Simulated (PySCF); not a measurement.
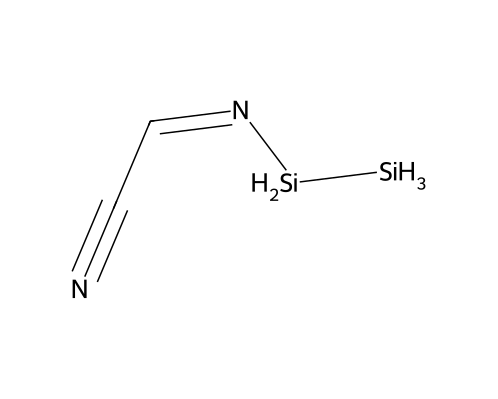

A structural formula.

> Write the SMILES.

N#C/C=N\[SiH2][SiH3]

> What is the molecular formula?

C2H6N2Si2.

> An optimisation with PBE0-D3(BJ)/def2-SVP gave a structure of which point group?

C1. Other conformers may differ.

The parts below concern this one geometry. Atoms keep their numbers from picture to picture. The computed structure is the end point of a PBE0-D3(BJ)/def2-SVP optimisation. No frequency run is at hand to confirm it as a minimum.

**Shape**

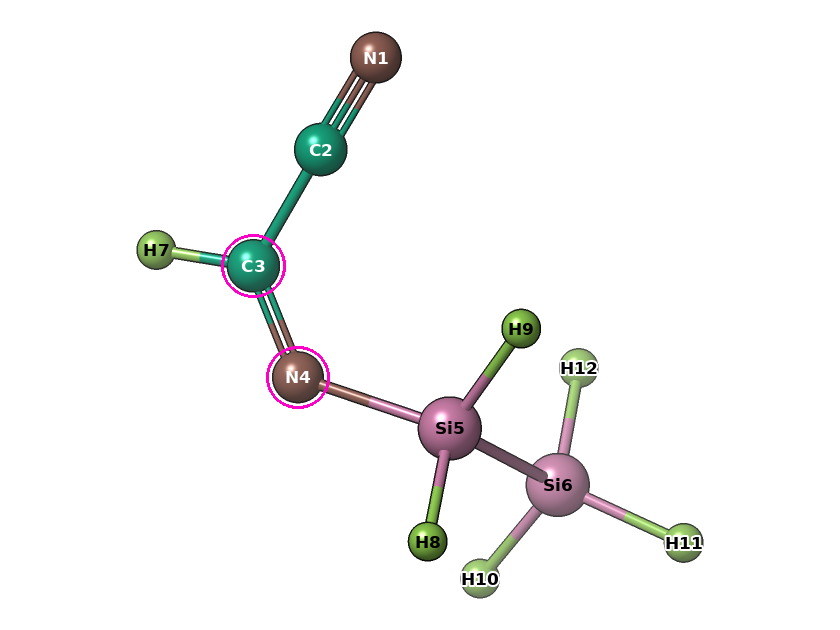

Depth is shown by fading: the farther an atom, the more it takes the colour of the background. Circles mark the stereogenic atoms. No frequency run is at hand to confirm it as a minimum.

> Give the R/S and E/Z labels.

C3=N4: Z.

**Dipole moment**

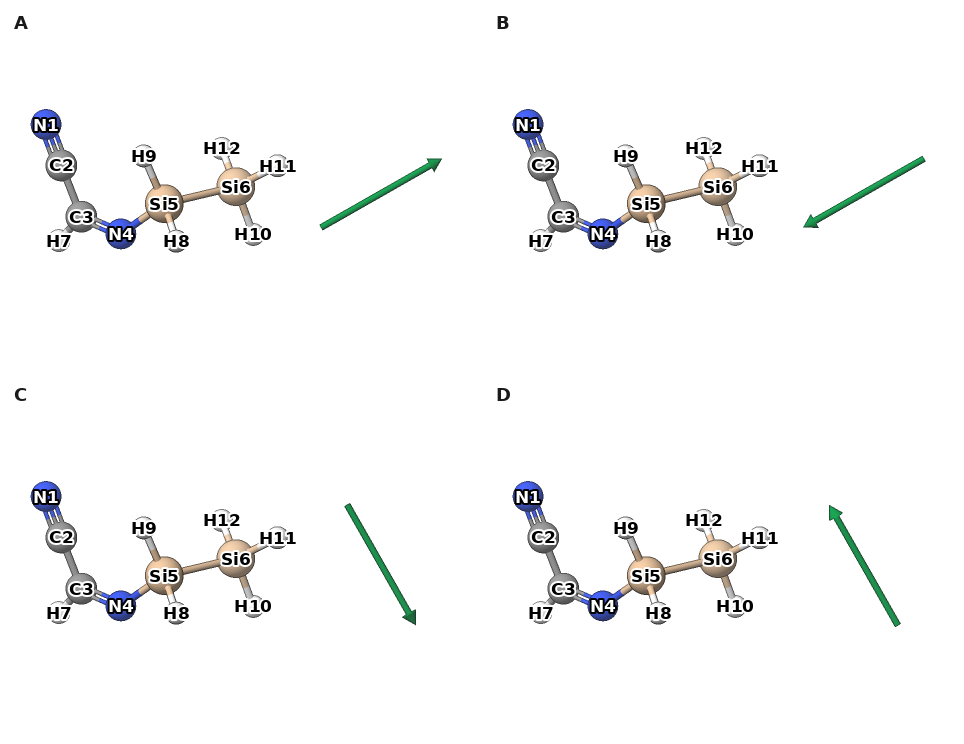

The same molecule four times, each with an arrow. No frequency run is at hand to confirm it as a minimum. Method: BHandHLYP/def2-SVPD, gas phase (PySCF 2.14.0).

> Which arrow points along the dipole moment, from the negative to the positive end?

C. The dipole moment is 2.07 D; it points from the side of N1 to the side of H10 (the outermost atoms at the two ends).

**Core levels**

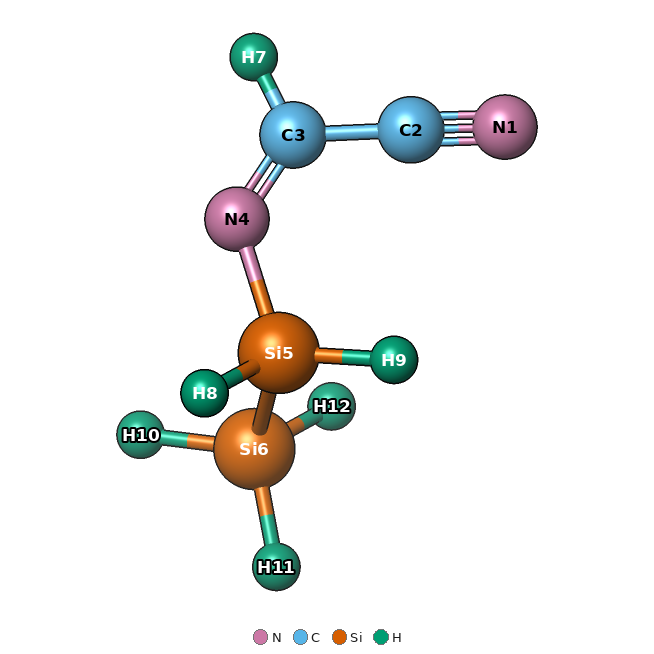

No frequency run is at hand to confirm it as a minimum. Properties computed with delta-SCF UKS PBE0, pcX-2 on the ionised atom, pcseg-1 elsewhere, spin-free X2C (PySCF 2.14.0).

Give the core-electron binding energies (to vacuum; p and d levels without spin–orbit splitting) of N1 1s, C2 1s, C3 1s, N4 1s, Si5 1s, Si5 2p, Si6 1s, Si6 2p.

```tsv
atom	level	binding energy (eV)
N1	1s	405.1
C2	1s	292.2
C3	1s	292.8
N4	1s	404.5
Si5	1s	1844.7
Si5	2p	107.0
Si6	1s	1844.3
Si6	2p	106.6
```

**Polarisability**

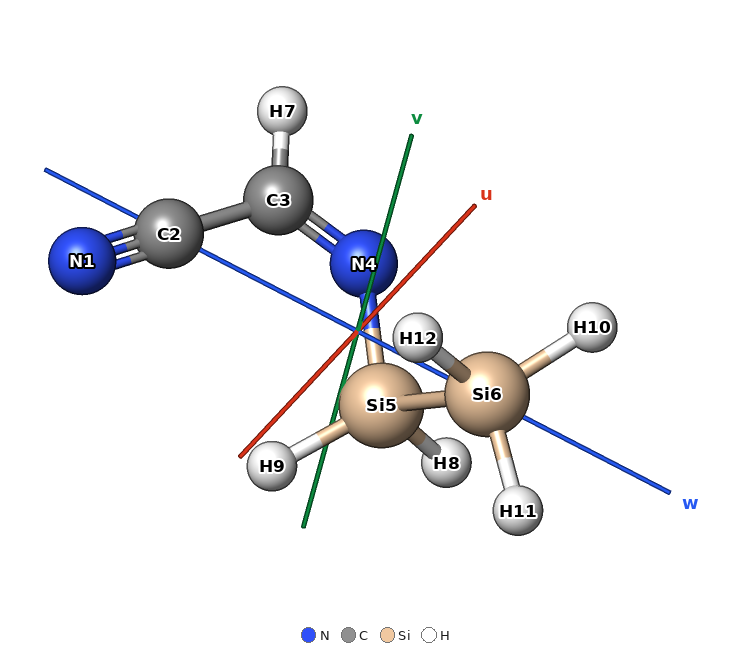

The lines u, v and w are the principal axes of the static dipole polarisability. No frequency run is at hand to confirm it as a minimum. Level of theory: B3LYP/def2-SVPD (PySCF 2.14.0).

> Along which axis is the molecule most polarisable, and along which least?

Most along w (close to the long direction N1···Si6), least along v.

> Give the three principal values.

u 86.1, v 81.6, w 121.2 bohr³; mean 96.3, anisotropy 37.6 bohr³.

**Excitation**

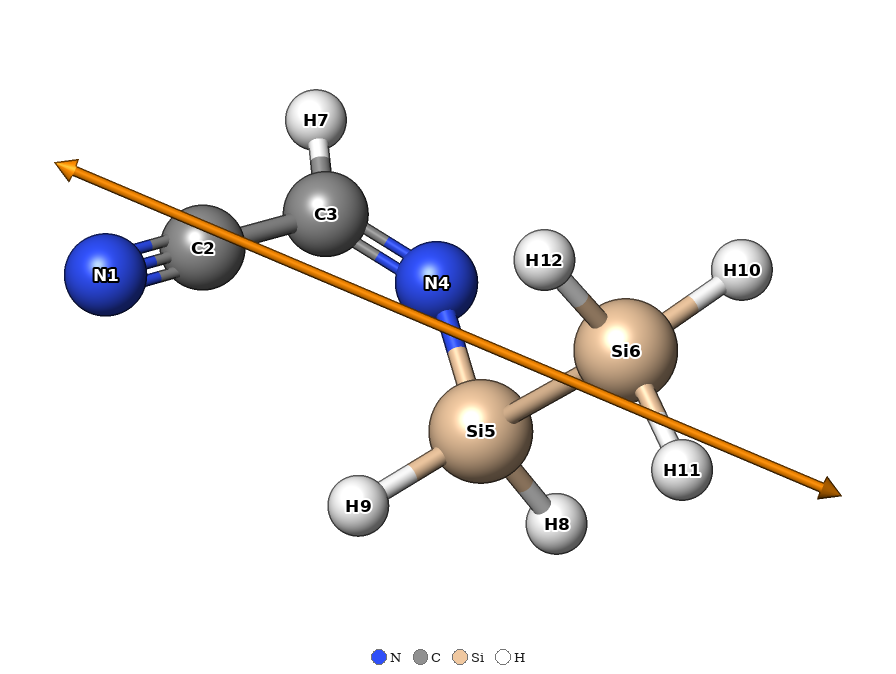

The double arrow shows the direction of the transition dipole to excited singlet state 4 (its length means nothing). No frequency run is at hand to confirm it as a minimum. Properties computed with TDDFT ωB97X-D/def2-SVPD, vertical, gas phase, core orbitals frozen in the response (PySCF 2.14.0).

> How is the transition polarised?

Nearly parallel to the C3–N4 bond.

> Where does the transition lie, and how strong is it?

6.59 eV (188 nm), oscillator strength 0.075, of mixed character, with the largest part HOMO−2 → LUMO (weight 0.35); transition dipole 1.74 D.
